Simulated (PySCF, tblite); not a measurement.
**C8H12SSi: geometry, infrared bands and NMR shifts**

What infrared bands and NMR shifts should C8H12SSi (`CC(=S)C1=C[SiH2]C=CCC1`) show?

Programs: tblite 0.8.0 and PySCF 2.14.0, with density-fitted response routines of our own. Each step states its level of theory. These are calculated values for one molecule in the gas phase, unless marked as measured. Atoms are numbered from 0 throughout.

## Step 1: The starting structure

22 atoms, charge 0, multiplicity 1; geometry from: force field or distance geometry start.

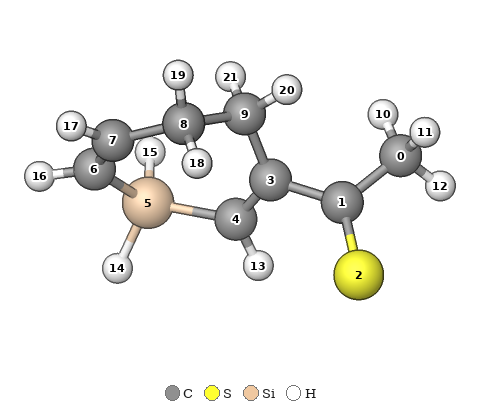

The starting geometry (carbon grey, sulfur yellow, silicon light orange, hydrogen white), atoms numbered.

## Step 2: Geometry optimisation with GFN2-xTB

The job: settings as JSON, then the geometry in Å.

```
{"job": {"kind": "relax", "xc": "GFN2-xTB", "basis": "xTB"}, "charge": 0, "multiplicity": 1}
C     -3.086700    -0.056700    -1.091900
C     -2.159000     0.474100    -0.037300
S     -2.786500     1.139300     1.382300
C     -0.687200     0.333700    -0.297600
C      0.024300     1.452900    -0.450600
Si     1.824800     1.541300    -0.772400
C      2.690900     0.247600     0.193200
C      2.213800    -0.867200     0.771200
C      0.819200    -1.458000     0.766400
C     -0.148000    -1.079900    -0.369800
H     -2.546900    -0.349900    -1.991000
H     -3.638100    -0.931600    -0.711600
H     -3.821200     0.720900    -1.365500
H     -0.438400     2.430800    -0.397700
H      2.338100     2.886700    -0.383200
H      2.083800     1.333500    -2.202200
H      3.744300     0.478000     0.333300
H      2.919100    -1.474100     1.340100
H      0.347900    -1.240000     1.742000
H      0.943600    -2.543800     0.727800
H     -0.983600    -1.783000    -0.342900
H      0.335400    -1.235200    -1.347000
```

Command:

```bash
> OMP_NUM_THREADS=1 python probes_run.py task.json out
```

This one command runs all jobs of the session in turn.

Log:

```text
step      E/eV     max force
  0    -765.58756    2.109
  1    -765.70164    0.930
  2    -765.73596    0.822
  3    -765.75711    0.374
  4    -765.78028    0.290
  5    -765.79259    0.399
  6    -765.80484    0.287
  7    -765.80992    0.142
  8    -765.81295    0.107
  9    -765.81512    0.117
 10    -765.81734    0.123
 11    -765.81952    0.121
 12    -765.82186    0.115
 13    -765.82477    0.152
 14    -765.82880    0.165
 15    -765.83390    0.196
 16    -765.83969    0.183
 17    -765.84561    0.173
 18    -765.85140    0.175
 19    -765.85700    0.163
 20    -765.86187    0.139
 21    -765.86556    0.124
 22    -765.86855    0.134
 23    -765.87124    0.122
 24    -765.87350    0.114
 25    -765.87524    0.075
 26    -765.87662    0.078
 27    -765.87784    0.082
 28    -765.87903    0.090
 29    -765.88020    0.079
 30    -765.88137    0.071
 31    -765.88257    0.095
 32    -765.88386    0.106
 33    -765.88525    0.090
 34    -765.88667    0.076
 35    -765.88793    0.081
 36    -765.88897    0.083
 37    -765.88991    0.082
 38    -765.89080    0.063
 39    -765.89163    0.053
 40    -765.89243    0.073
 41    -765.89331    0.086
 42    -765.89442    0.100
 43    -765.89590    0.099
 44    -765.89758    0.104
 45    -765.89918    0.124
 46    -765.90056    0.098
 47    -765.90194    0.083
 48    -765.90345    0.088
 49    -765.90507    0.083
 50    -765.90668    0.088
 51    -765.90849    0.115
 52    -765.91076    0.132
 53    -765.91374    0.120
 54    -765.91647    0.133
 55    -765.91941    0.149
 56    -765.92223    0.132
 57    -765.92742    0.165
 58    -765.93134    0.159
 59    -765.93506    0.136
 60    -765.93723    0.136
 61    -765.93948    0.170
 62    -765.94275    0.159
 63    -765.94689    0.201
 64    -765.95011    0.130
 65    -765.95180    0.148
 66    -765.95450    0.111
 67    -765.95643    0.102
 68    -765.95783    0.094
 69    -765.95894    0.092
 70    -765.96024    0.088
 71    -765.96217    0.083
 72    -765.96364    0.092
 73    -765.96515    0.085
 74    -765.96635    0.071
 75    -765.96728    0.073
 76    -765.96820    0.075
 77    -765.96920    0.068
 78    -765.97059    0.070
 79    -765.97162    0.062
 80    -765.97254    0.069
 81    -765.97355    0.066
 82    -765.97434    0.077
 83    -765.97502    0.058
 84    -765.97550    0.075
 85    -765.97606    0.056
 86    -765.97665    0.047
 87    -765.97728    0.058
 88    -765.97805    0.065
 89    -765.97898    0.088
 90    -765.97985    0.069
 91    -765.98017    0.096
 92    -765.98136    0.062
 93    -765.98202    0.062
 94    -765.98277    0.068
 95    -765.98337    0.078
 96    -765.98403    0.063
 97    -765.98460    0.047
 98    -765.98504    0.047
 99    -765.98541    0.062
100    -765.98555    0.094
101    -765.98608    0.052
102    -765.98641    0.052
103    -765.98692    0.047
104    -765.98727    0.041
105    -765.98771    0.039
106    -765.98811    0.045
107    -765.98843    0.043
108    -765.98873    0.042
109    -765.98907    0.041
110    -765.98944    0.035
111    -765.98978    0.039
112    -765.99005    0.040
113    -765.99031    0.038
114    -765.99068    0.036
115    -765.99118    0.041
116    -765.99164    0.037
117    -765.99193    0.032
118    -765.99210    0.026
119    -765.99225    0.025
120    -765.99243    0.030
121    -765.99264    0.038
122    -765.99284    0.030
123    -765.99306    0.034
124    -765.99337    0.037
125    -765.99380    0.050
126    -765.99423    0.063
127    -765.99450    0.032
128    -765.99467    0.023
129    -765.99478    0.022
130    -765.99493    0.031
131    -765.99503    0.026
132    -765.99512    0.022
133    -765.99520    0.022
134    -765.99528    0.022
135    -765.99537    0.021
136    -765.99544    0.017
137    -765.99549    0.019
138    -765.99554    0.014
139    -765.99558    0.012
140    -765.99563    0.012
141    -765.99567    0.011
142    -765.99571    0.012
143    -765.99575    0.012
144    -765.99579    0.015
145    -765.99583    0.016
146    -765.99588    0.014
147    -765.99593    0.013
148    -765.99598    0.014
149    -765.99602    0.013
150    -765.99606    0.013
151    -765.99609    0.011
152    -765.99612    0.012
153    -765.99614    0.010
154    -765.99617    0.010
155    -765.99619    0.012
156    -765.99621    0.011
157    -765.99623    0.012
158    -765.99624    0.011
159    -765.99625    0.007
```

It took 1.5 s on 1 thread of Arm Neoverse V2, shared host; peak memory 0.24 GiB.

The steps of the relaxation: (not every step is listed)

```csv
step,energy from step 0 (eV),largest force (eV/Å)
0,0.0000,2.1086
1,-0.1141,0.9302
2,-0.1484,0.8218
3,-0.1695,0.3739
4,-0.1927,0.2905
5,-0.2050,0.3990
6,-0.2173,0.2866
7,-0.2224,0.1424
8,-0.2254,0.1071
22,-0.2810,0.1339
36,-0.3014,0.0831
50,-0.3191,0.0885
64,-0.3625,0.1298
78,-0.3830,0.0704
92,-0.3938,0.0616
106,-0.4005,0.0448
120,-0.4049,0.0304
134,-0.4077,0.0216
148,-0.4084,0.0136
154,-0.4086,0.0100
155,-0.4086,0.0120
156,-0.4086,0.0112
157,-0.4087,0.0118
158,-0.4087,0.0108
159,-0.4087,0.0070
```

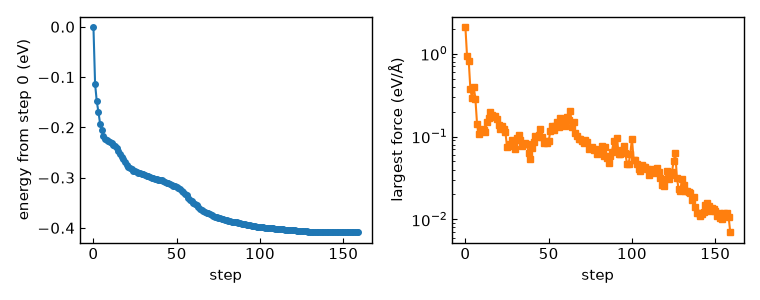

Energy and force, step by step.

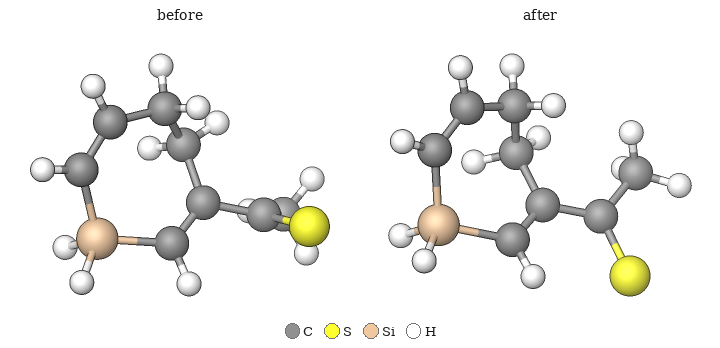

The geometry before (left) and after (right).

Distances of close pairs at the start and the end, largest changes first:

```csv
bond,before (Å),after (Å),change (Å)
Si5–C6,1.832,1.882,+0.050
C1–C3,1.501,1.451,-0.050
C4–Si5,1.831,1.878,+0.047
C1–S2,1.689,1.643,-0.046
Si5–H14,1.492,1.466,-0.025
C0–H12,1.104,1.087,-0.017
C6–C7,1.343,1.328,-0.015
C7–C8,1.515,1.500,-0.015
```

The final coordinates are the input of the step that follows.

## Step 3: Harmonic vibrations with GFN2-xTB

The job: settings as JSON, then the geometry in Å.

```
{"job": {"kind": "ir", "xc": "GFN2-xTB", "basis": "xTB"}, "charge": 0, "multiplicity": 1}
C     -2.939717    -0.541445    -0.330754
C     -2.104938     0.696765    -0.391068
S     -2.855445     2.149753    -0.237765
C     -0.670789     0.594727    -0.587208
C      0.127640     1.668962    -0.456389
Si     1.998960     1.575790    -0.585506
C      2.573581     0.095648     0.425170
C      1.905192    -1.003877     0.754509
C      0.525528    -1.426623     0.346566
C     -0.057824    -0.746714    -0.898297
H     -3.005473    -0.998545    -1.319603
H     -2.513487    -1.274851     0.352502
H     -3.946782    -0.290607    -0.006373
H     -0.340969     2.613466    -0.212815
H      2.567699     2.794423    -0.001040
H      2.409953     1.451829    -1.993269
H      3.576138     0.184250     0.828514
H      2.380436    -1.729273     1.409817
H     -0.142329    -1.268600     1.201759
H      0.558020    -2.506777     0.171346
H     -0.797910    -1.409476    -1.346257
H      0.742105    -0.609436    -1.628121
```

Log:

```text
mode    cm-1     km/mol
  1      29.5      2.14
  2      65.3      0.28
  3     121.3      0.62
  4     149.2      0.88
  5     189.2      0.76
  6     211.5      0.44
  7     250.3      1.84
  8     276.0      4.52
  9     310.2      7.93
 10     351.3      0.84
 11     388.9      7.33
 12     418.5      4.20
 13     462.3      4.82
 14     494.9     67.89
 15     559.5      6.12
 16     594.0     10.65
 17     631.7     31.88
 18     657.1    124.64
 19     697.2     22.74
 20     726.0     39.43
 21     731.9     80.09
 22     784.0    229.89
 23     810.0     65.00
 24     822.5    174.26
 25     866.2      7.46
 26     926.4     53.08
 27     952.3      0.11
 28     964.0      2.36
 29     979.1      8.37
 30    1003.8      1.07
 31    1050.5      6.62
 32    1103.4      6.74
 33    1151.0      5.08
 34    1200.6     62.95
 35    1217.9     61.87
 36    1228.3     30.02
 37    1240.5     12.14
 38    1302.4     13.96
 39    1333.6      4.41
 40    1352.2      1.13
 41    1361.8      0.41
 42    1382.7     21.44
 43    1457.0      8.73
 44    1462.4      3.32
 45    1468.0      5.29
 46    1491.5      2.14
 47    1594.6      9.67
 48    1685.0     53.72
 49    2180.3    333.13
 50    2234.9    308.79
 51    2917.1     26.99
 52    2949.5     26.51
 53    2980.6     20.51
 54    2982.6      9.86
 55    2993.0     69.28
 56    3006.9     27.18
 57    3010.6      9.12
 58    3025.7     74.22
 59    3047.7     10.87
 60    3049.9     18.25
```

Wall time 1.1 s (1 thread of Arm Neoverse V2, shared host); peak memory 0.24 GiB.

The strongest bands and the atoms that carry them (share of the mass-weighted mode):

```csv
cm⁻¹,km/mol,atoms
657,124.6,"H14 40 %, H15 27 %, C6 14 %"
732,80.1,"C0 11 %, H14 11 %"
784,229.9,"H15 47 %, H14 41 %"
822,174.3,"C4 29 %, Si5 24 %, H13 12 %"
2180,333.1,H15 96 %
2235,308.8,H14 96 %
2993,69.3,H17 83 %
3026,74.2,H16 85 %
```

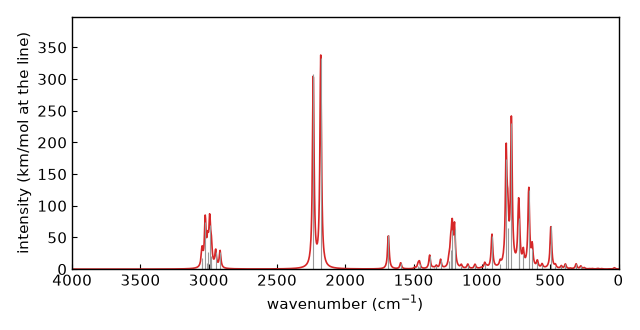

The infrared spectrum from these modes, unscaled. Lines are broadened to a width of 14 cm⁻¹ (Lorentzian).

## Step 4: NMR shieldings: PBE0/pcSseg-1

The job, as its differences from that of step 3:

```diff
@@ -1,2 +1,2 @@
-{"job": {"kind": "ir", "xc": "GFN2-xTB", "basis": "xTB"}, "charge": 0, "multiplicity": 1}
+{"job": {"kind": "nmr", "xc": "PBE0", "basis": "pcSseg-1"}, "charge": 0, "multiplicity": 1}
 C     -2.939717    -0.541445    -0.330754
```

With the program's defaults for keys left out, this is: GIAO PBE0/pcSseg-1 NMR shielding, non-relativistic, gas phase.

Log:

```text
coarse grid: 19376 points
cycle   1  E = -998.8617726050  dE =  1.310e+00  |g| = 4.962e-01  |ddm| = 4.570e+00
cycle   2  E = -998.8073471798  dE =  5.443e-02  |g| = 6.942e-01  |ddm| = 1.300e+00
cycle   3  E = -998.9233887093  dE = -1.160e-01  |g| = 1.867e-01  |ddm| = 9.406e-01
cycle   4  E = -998.9322114645  dE = -8.823e-03  |g| = 5.269e-02  |ddm| = 3.043e-01
cycle   5  E = -998.9329503263  dE = -7.389e-04  |g| = 1.392e-02  |ddm| = 1.026e-01
cycle   6  E = -998.9330020315  dE = -5.171e-05  |g| = 3.959e-03  |ddm| = 2.346e-02
cycle   7  E = -998.9330052522  dE = -3.221e-06  |g| = 1.888e-03  |ddm| = 6.066e-03
final grid: 177800 points
cycle   8  E = -998.9963096504  dE = -4.789e-05  |g| = 1.110e-02  |ddm| = 5.024e-02
cycle   9  E = -998.9962416347  dE =  6.802e-05  |g| = 1.895e-02  |ddm| = 3.429e-02
cycle  10  E = -998.9963394800  dE = -9.785e-05  |g| = 3.508e-03  |ddm| = 2.757e-02
cycle  11  E = -998.9963427846  dE = -3.305e-06  |g| = 4.276e-04  |ddm| = 4.593e-03
cycle  12  E = -998.9963428211  dE = -3.653e-08  |g| = 2.022e-04  |ddm| = 7.287e-04
cycle  13  E = -998.9963428309  dE = -9.744e-09  |g| = 6.406e-05  |ddm| = 2.387e-04
cycle  14  E = -998.9963428319  dE = -1.016e-09  |g| = 1.601e-05  |ddm| = 8.801e-05
cycle  15  E = -998.9963428320  dE = -6.366e-11  |g| = 3.544e-06  |ddm| = 2.062e-05
converged SCF energy = -998.9963428320

GIAO shielding tensors (ppm)
atom      isotropic    diamagn.    paramagn.     s11        s22        s33       span
  0 C      145.321     248.740    -103.418    125.712    131.672    178.581     52.869
  1 C      -67.533     257.062    -324.596   -240.234    -98.282    135.916    376.150
  2 S     -541.951    1056.944   -1598.895  -1916.037   -351.186    641.370   2557.407
  3 C       24.524     260.160    -235.635    -90.644     19.113    145.104    235.748
  4 C       30.475     258.769    -228.294    -83.266     10.906    163.786    247.053
  5 Si     413.363     881.510    -468.147    374.835    421.699    443.555     68.720
  6 C       63.399     260.260    -196.861    -43.544     56.804    176.936    220.480
  7 C       25.732     252.894    -227.162    -96.865     27.104    146.957    243.822
  8 C      153.798     250.214     -96.416    139.629    157.996    163.769     24.140
  9 C      153.506     250.502     -96.996    145.870    153.329    161.319     15.449
 10 H       28.768      28.868      -0.099     24.888     28.797     32.620      7.731
 11 H       28.785      31.100      -2.315     24.272     30.877     31.205      6.933
 12 H       28.072      28.853      -0.781     23.706     28.647     31.864      8.158
 13 H       23.390      32.756      -9.366     19.325     23.599     27.247      7.921
 14 H       27.165      28.871      -1.706     23.590     25.488     32.417      8.828
 15 H       26.546      28.906      -2.360     23.814     24.766     31.059      7.246
 16 H       25.932      27.933      -2.001     24.211     25.947     27.639      3.428
 17 H       24.569      29.035      -4.465     21.897     24.257     27.554      5.656
 18 H       29.339      32.456      -3.117     25.547     29.127     33.343      7.795
 19 H       29.176      31.115      -1.939     24.102     28.239     35.187     11.084
 20 H       28.793      33.818      -5.025     24.843     27.034     34.502      9.659
 21 H       28.539      33.509      -4.970     25.674     28.423     31.519      5.845
```

It took 85 s on 1 thread of Arm Neoverse V2, shared host; peak memory 1.2 GiB.

The references, computed at this level on geometries of the same kind, shield at (ppm): 1H TMS 31.72, 13C TMS 186.9, 29Si TMS 349.2, 33S CS2 504. Their shielding less the atom's gives the shift. The references are single molecules in the gas phase. Atoms listed in one row are averaged.

```csv
atoms,environment,σ (ppm),δ (ppm),δ scaled to CDCl3
C1,thiocarbonyl carbon,-67.5,254.5,242.0
C3,fully substituted alkene carbon,24.5,162.4,156.6
C7,alkene CH,25.7,161.2,155.4
C4,alkene CH,30.5,156.4,150.8
C6,alkene CH,63.4,123.5,118.6
C0,methyl carbon,145.3,41.6,38.7
C9,allylic sp3 CH2,153.5,33.4,30.7
C8,allylic sp3 CH2,153.8,33.1,30.4
H13,hydrogen on an alkene CH,23.39,8.33,7.96
H17,hydrogen on an alkene CH,24.57,7.15,6.84
H16,hydrogen on an alkene CH,25.93,5.78,5.56
"H14, H15","hydrogen on a silicon bonded to 2 C, in a 7-membered ring",26.86,4.86,–
"H10, H11, H12",hydrogen on a methyl carbon,28.54,3.18,3.10
"H20, H21",hydrogen on an allylic sp3 CH2,28.67,3.05,2.98
"H18, H19",hydrogen on an allylic sp3 CH2,29.26,2.46,2.42
S2,thione sulfur,-542,1046,–
Si5,"silicon bonded to 2 C, 2 H, in a 7-membered ring",413.4,-64.2,–
```

The scaled column applies a straight-line fit of computed shieldings to shifts measured in CDCl3, with any fitted terms for Cl, Br or S neighbours (root-mean-square error 0.16 ppm for H, 1.9 ppm for C).

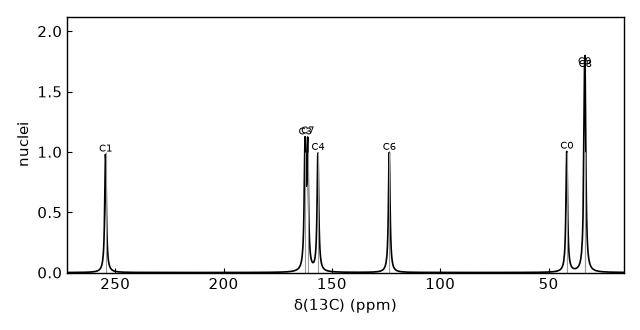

13C lines at the computed shifts, without couplings. Lines are broadened to a width of 0.89 ppm (Lorentzian).

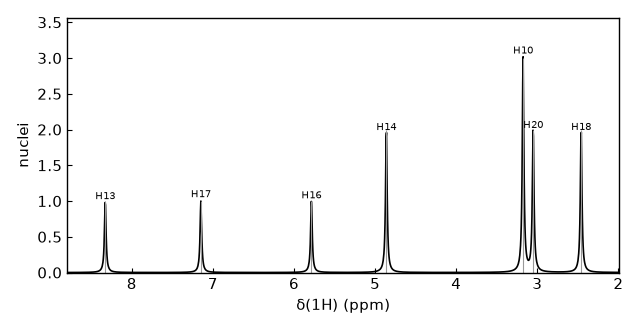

1H lines at the computed shifts, without couplings. Lines are broadened to a width of 0.02 ppm (Lorentzian).

Charges from the same density, by scheme (e):

```csv
atoms,Mulliken,IAO,Hirshfeld,ESP fit
C0,-0.16,-0.43,-0.12,-0.27
C1,-0.34,-0.03,0.05,0.21
S2,-0.07,-0.11,-0.12,-0.25
C3,-0.18,0.00,0.00,-0.07
C4,-0.26,-0.38,-0.12,-0.28
Si5,0.72,0.74,0.33,0.52
C6,-0.41,-0.46,-0.15,-0.39
C7,-0.14,-0.10,-0.03,-0.07
C8,-0.18,-0.26,-0.06,-0.09
C9,-0.18,-0.27,-0.07,-0.02
```

Hirshfeld charges:

C0 -0.12; C1 0.05; S2 -0.12; C3 0.00; C4 -0.12; Si5 0.33; C6 -0.15; C7 -0.03; C8 -0.06; C9 -0.07; H10 0.06; H11 0.05; H12 0.04; H13 0.03; H14 -0.07; H15 -0.08; H16 0.04; H17 0.05; H18 0.04; H19 0.05; H20 0.04; H21 0.04

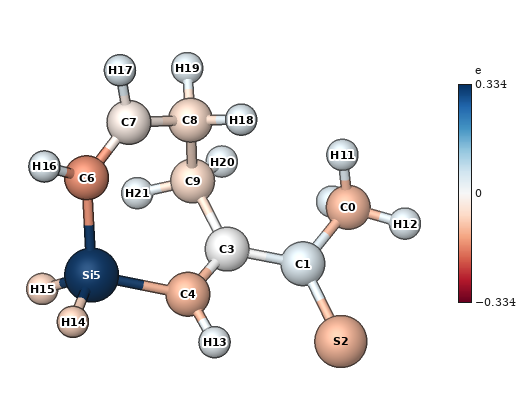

Hirshfeld charges, as colours on the atoms.

Mayer bond orders: C0–C1 1.06, C1–S2 1.86, C1–C3 0.99, C3–C4 1.85, C4–Si5 0.88, Si5–C6 0.88, C6–C7 1.95, C7–C8 1.06, C8–C9 1.02, C9–C3 1.05.

Ring of atoms C3, C4, Si5, C6, C7, C8, C9: NICS(0) 0.7, NICS(1) -1.9, NICS(1)zz 4.4 ppm (means of both faces).

The fields below are evaluated on a grid from the run's orbitals.

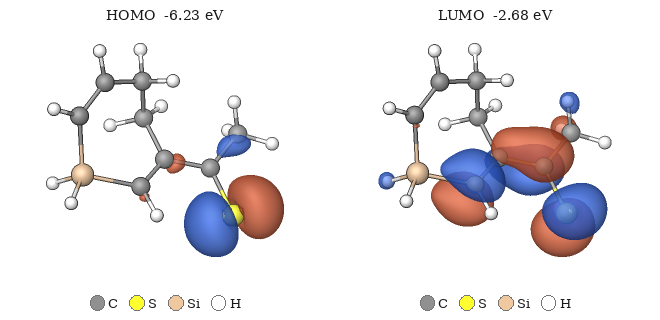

Frontier orbitals at PBE0/pcSseg-1; each surface holds 70 % of the orbital's density, blue and red mark the sign.

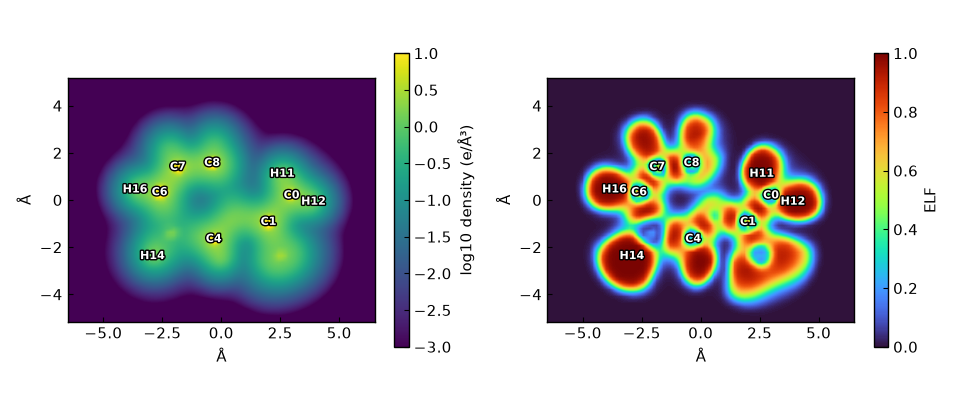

Density (left) and ELF (right) in a plane through or near 10 of the atoms.

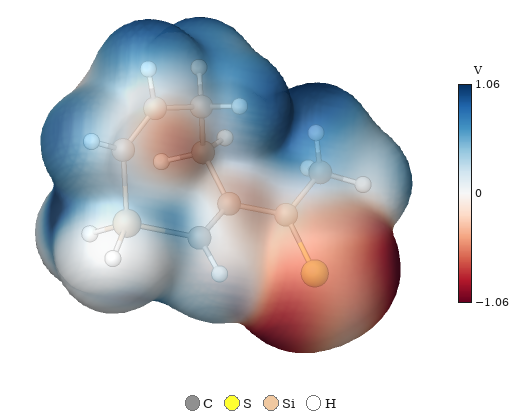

Electrostatic potential on the surface of density 0.002 e/bohr³; red is low, blue high. It runs from -1.06 V near S2 to 1.06 V near H20.

## Step 5: Outcome

```
                                                              quantity                                                    value
                             strongest single infrared mode (GFN2-xTB)                                    2180 cm⁻¹, 333 km/mol
                                          zero-point energy (GFN2-xTB)                                           107.1 kcal/mol
                                13C shifts against TMS (PBE0/pcSseg-1)  254.5, 162.4, 161.2, 156.4, 123.5, 41.6, 33.4, 33.1 ppm
1H shifts against TMS (PBE0/pcSseg-1, means over atoms taken as alike)             8.33, 7.15, 5.78, 4.86, 3.18, 3.05, 2.46 ppm
                                33S shifts against CS2 (PBE0/pcSseg-1)                                                 1046 ppm
                               29Si shifts against TMS (PBE0/pcSseg-1)                                                -64.2 ppm
                                 surface potential, least and greatest                                       -1.06 V and 1.06 V
```

What this shows: Over 159 steps the energy fell by 0.409 eV; of the close pairs, Si5–C6 changed most, 1.832 to 1.882 Å. No mode is imaginary among the 60: a minimum at this level. The strongest single mode, at 2180 cm⁻¹, moves mainly H15. GFN2-xTB is a fitted tight-binding method: band positions and strengths are rough. Its intensities can rank the bands wrongly. The most deshielded carbon is C1 (thiocarbonyl carbon), at 254.5 ppm: the small n→π* gap of C=S deshields it strongly. At PBE0/pcSseg-1: Shielding is most anisotropic at S2 (span 2557 ppm, paramagnetic term -1599 ppm). At PBE0/pcSseg-1, counted by nearest atom on the grid, the HOMO lies on S2 79 %, the LUMO on S2 30 %; C1 26 %.
